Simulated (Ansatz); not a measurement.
**AlGeH4Cl (SMILES [Cl][AlH][GeH3]) at CCSD(T)/def2-SVP**

Aim: the electronic atomisation energy of AlGeH4Cl at CCSD(T)/def2-SVP, from 5 runs. 

The results are computed with Ansatz 0.2.0.

68 further runs of the same task are left out: 68 set aside as unsound or not needed.

## 1. Starting point

The species is AlGeH4Cl (7 atoms), meant as a singlet with charge 0. SMILES: `[Cl][AlH][GeH3]`. The shape is that of a PBE0-D4/def2-TZVP optimisation.

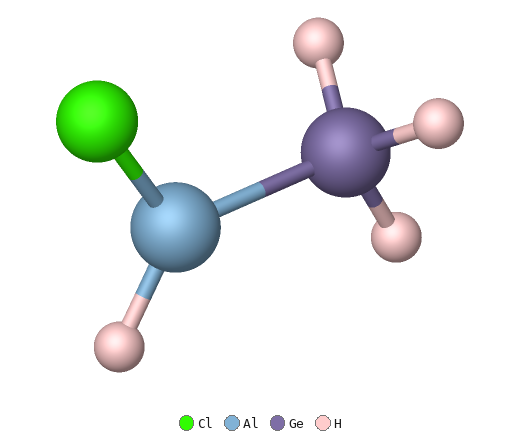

Viewed from a chosen angle; chlorine green, aluminium light blue, germanium purple, hydrogen pink.

## 2. The energy at CCSD(T)/def2-SVP

File in.yaml:

```yaml
crystal:
  periodic: [false, false, false]
  atoms:
    - {symbol: Cl, position_ang: [-2.499300, -1.527200, -0.126900]}
    - {symbol: Al, position_ang: [-0.425400, -1.314700, 0.144500]}
    - {symbol: Ge, position_ang: [0.501100, 0.959800, -0.093300]}
    - {symbol: H, position_ang: [0.379500, -2.632000, 0.480000]}
    - {symbol: H, position_ang: [0.225700, 1.522500, -1.499900]}
    - {symbol: H, position_ang: [-0.144000, 1.926400, 0.916800]}
    - {symbol: H, position_ang: [2.023700, 0.997300, 0.133100]}
basis:
  gaussian:
    orbitals: def2-SVP
correlation:
  method: ccsd_t
  frozen_orbitals: {Al: 5, Cl: 5, Ge: 9, H: 0}
accuracy: high
scf:
  omitted_lower_state_checks: [cluster_reference, increment]
```

Run with:

```
$ ansatz run in.yaml --threads 1 --pin off --max-ram 3480MiB --events-out events.jsonl --progress --plain --runs-dir runs
```

Output:

```text
Warning: RAYON_NUM_THREADS=1 ignored (pool sized by the plan → 1); use --threads N
[... 11 lines left out ...]
19 core orbitals not correlated: weight in the atoms' cores, before any rotation towards them, 1.000 or more for the frozen orbitals, at most 0.000 for the correlated occupied ones
[... 22 lines left out ...]
Total energy: -75625.09244204 eV, -2779.1708867164 hartree
Checks for a lower state left out: cluster_reference, increment
```

Run time: 9.6 s. Hardware: 1 thread of Intel Xeon 6975P-C (Granite Rapids), shared host; peak memory 0.42 GiB.

## 3. The Al atom, same level

File job.yaml:

```yaml
crystal:
  periodic: [false, false, false]
  atoms:
    - {symbol: Al, position_ang: [0.000000, 0.000000, 0.000000]}
basis:
  gaussian:
    orbitals: def2-SVP
magnetization:
  spin_polarized: true
  initial_magnetization: 1
correlation:
  method: ccsd_t
  frozen_orbitals: {Al: 5}
accuracy: high
scf:
  omitted_lower_state_checks: [cluster_reference, increment]
```

Run with:

```
$ ansatz run job.yaml --threads 1 --pin off --max-ram 3480MiB --events-out events.jsonl --progress --plain --runs-dir runs
```

Output:

```text
Warning: RAYON_NUM_THREADS=1 ignored (pool sized by the plan → 1); use --threads N
[... 13 lines left out ...]
5 core orbitals not correlated: weight in the atoms' cores, before any rotation towards them, 1.000 or more for the frozen orbitals, at most 0.000 for the correlated occupied ones
[... 20 lines left out ...]
Total energy: -6580.62384270 eV, -241.8334657123 hartree
Checks for a lower state left out: cluster_reference, increment
```

Wall time 0.18 s (1 thread of Intel Xeon 6975P-C (Granite Rapids), shared host).

## 4. The Cl atom at the same level

job.yaml: that of step 3 with these lines changed.

```diff
@@ -3,3 +3,3 @@
   atoms:
-    - {symbol: Al, position_ang: [0.000000, 0.000000, 0.000000]}
+    - {symbol: Cl, position_ang: [0.000000, 0.000000, 0.000000]}
 basis:
@@ -12,3 +12,3 @@
   method: ccsd_t
-  frozen_orbitals: {Al: 5}
+  frozen_orbitals: {Cl: 5}
 accuracy: high
```

Run the same way, it converges to -459.44599 Eh (log not shown).

## 5. The Ge atom, same level

File input.yaml:

```yaml
crystal:
  periodic: [false, false, false]
  atoms:
    - {symbol: Ge, position_ang: [0.000000, 0.000000, 0.000000]}
basis:
  gaussian:
    orbitals: def2-SVP
magnetization:
  spin_polarized: true
  initial_magnetization: 2
accuracy: high
correlation:
  method: ccsd_t
  frozen_orbitals: {Ge: 9}
scf:
  omitted_lower_state_checks: [cluster_reference, increment]
```

Run the same way, it converges to -2075.23907 Eh (log not shown).

## 6. The H atom: a single-point energy at UHF/def2-SVP

File job.yaml:

```yaml
crystal:
  periodic: [false, false, false]
  atoms:
    - {symbol: H, position_ang: [0.000000, 0.000000, 0.000000]}
basis:
  gaussian:
    orbitals: def2-SVP
magnetization:
  spin_polarized: true
  initial_magnetization: 1
hamiltonian:
  xc: hf
accuracy: high
```

Run the same way, it converges to -0.49928 Eh (log not shown).

## 7. Results

Level: CCSD(T)/def2-SVP, 19 core orbitals frozen.

```
                                              quantity           value
                                molecule: total energy  -2779.17089 Eh
molecule: correlation energy (19 core orbitals frozen)      -476.5 mEh
                              molecule: (T) correction      -11.38 mEh
                               molecule: T1 diagnostic           0.011
                                 Al atom: total energy   -241.83347 Eh
  Al atom: correlation energy (5 core orbitals frozen)       -44.1 mEh
                               Al atom: (T) correction       -0.58 mEh
            Al atom: ⟨S²⟩ of the reference determinant           0.758
                                Al atom: T1 diagnostic           0.013
                                 Cl atom: total energy   -459.44599 Eh
  Cl atom: correlation energy (5 core orbitals frozen)      -126.7 mEh
                               Cl atom: (T) correction       -1.03 mEh
            Cl atom: ⟨S²⟩ of the reference determinant           0.755
                                Cl atom: T1 diagnostic           0.005
                                 Ge atom: total energy  -2075.23907 Eh
  Ge atom: correlation energy (9 core orbitals frozen)      -181.0 mEh
                               Ge atom: (T) correction       -4.47 mEh
            Ge atom: ⟨S²⟩ of the reference determinant           2.009
                                Ge atom: T1 diagnostic           0.007
                                  H atom: total energy     -0.49928 Eh
                                          H atom: ⟨S²⟩           0.750
                         electronic atomisation energy       17.830 eV
```

In words: Taking the molecule apart into free atoms costs 17.83 eV (411 kcal/mol), before zero-point energy and without spin-orbit coupling. The triples (molecule) make up 2.4 % of the correlation energy. The triples (Al atom) make up 1.3 % of the correlation energy. The triples (Cl atom) make up 0.8 % of the correlation energy. The triples (Ge atom) make up 2.5 % of the correlation energy.
